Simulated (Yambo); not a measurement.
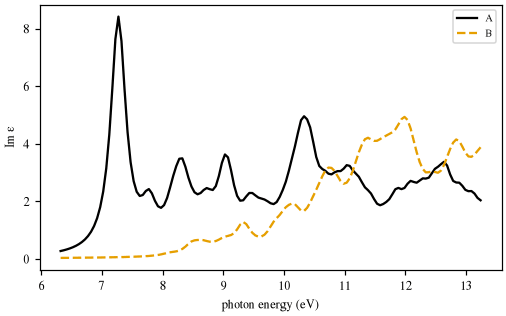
Figure. Two computed absorption spectra of NaCl (rock salt, space group Fm-3m, No. 225) (Yambo, PBEsol bands with the same scissor, field along x)

Question: Which curve includes the electron-hole attraction (BSE), and where are its main peaks?

Answer: Curve A: the attraction moves weight to lower energy (centre of the plotted range 9.9 eV against 11.4 eV). Its peaks lie at 7.3 eV, 8.3 eV, 9.0 eV, 10.3 eV. Settings: 10×10×10 mesh, 3 valence and 4 conduction bands, static screening with 22 bands and a 4 Ry block, scissor 3.10 eV, Tamm-Dancoff. The scissor comes from a G0W0 run whose convergence isn't established. Broadening 0.15 eV. The band window holds all transitions up to 15.2 eV. Fine structure above the onset can come from the mesh.

Geometry relaxed with PBEsol; primitive cell a = b = c = 3.9623 Å, α = β = γ = 60.00°.
